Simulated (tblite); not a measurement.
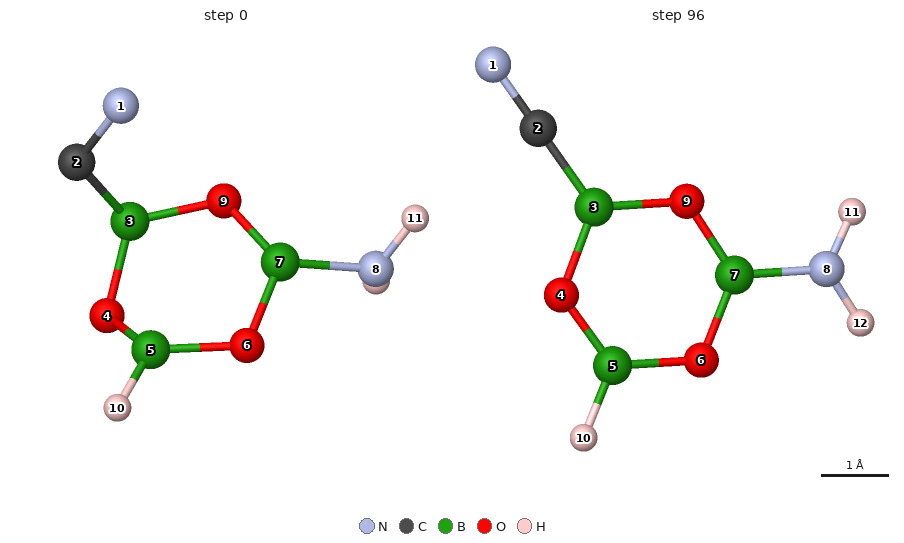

The structure of CH$_{3}$B$_{3}$N$_{2}$O$_{3}$ (charge −1, multiplicity 2) before (left) and after (right) a relaxation, at one scale.

Style: ball-and-stick. Shown at a tilt.

Method: GFN2-xTB geometry optimisation, gas phase (tblite). 

Q: What changed between the two?

A: Over 96 geometry steps the energy falls by 3.864 eV. N1 moves most after the best rigid fit: 1.48 Å. Largest moves by element: N 1.48 Å, O 1.15 Å, H 1.04 Å, B 0.90 Å, C 0.53 Å. Some distances before and after: O4–B5 1.489 → 1.322 Å, B7–O9 1.461 → 1.333 Å, C2–B3 1.576 → 1.465 Å, N1–C2 1.293 → 1.184 Å. Bond angles that change, for instance: N1–C2–B3 117.7° → 179.9°, B3–O4–B5 102.4° → 121.9°, B7–N8–H12 110.7° → 120.8°. The run took 0.59 s on 1 thread of Arm Neoverse V1 (shared host).
